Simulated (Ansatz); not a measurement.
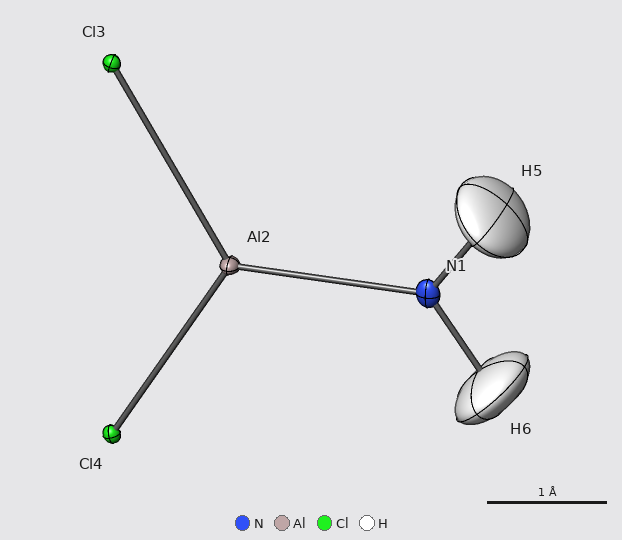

Displacement ellipsoids at the 50 % level, enlarged 1.5 times, from the internal vibrations of the free molecule (harmonic, no overall translation or rotation; no half-axis is drawn under 0.075 Å). Vibrations computed with RKS PBE0-D4/def2-TZVP (Ansatz 0.2.0). Temperature: 0 K (zero-point motion alone).

List U_eq and the three principal root-mean-square amplitudes for each kind of atom.

| atom | U_eq (Å²) | rms amplitudes (Å) |
| --- | --- | --- |
| N1 | 0.0022 | 0.035, 0.045, 0.057 |
| Al2 | 0.0014 | 0.031, 0.036, 0.045 |
| Cl3, Cl4 | 0.00071 | 0.011, 0.027, 0.036 |
| H5, H6 | 0.0246 | 0.082, 0.162, 0.202 |
